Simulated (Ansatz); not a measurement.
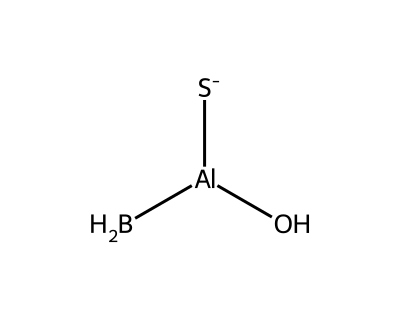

The drawing above gives the connectivity. Charge −1, singlet. The computed structure is the end point of a PBE0-D4/def2-TZVPD optimisation. No frequency run is at hand to confirm it as a minimum.

What does the molecule look like in three dimensions?

The species is AlBH3OS(-). Its SMILES string is `[BH2][Al]([OH])[S-]`. Among its groups: B–H bond. This geometry has Cs symmetry. Coordination: 1 B trigonal planar; 1 Al trigonal planar; 1 O bent.

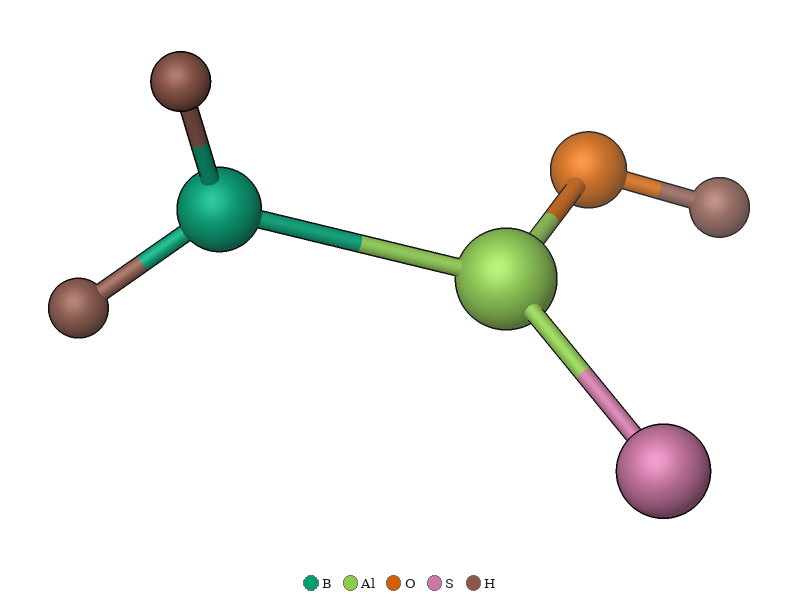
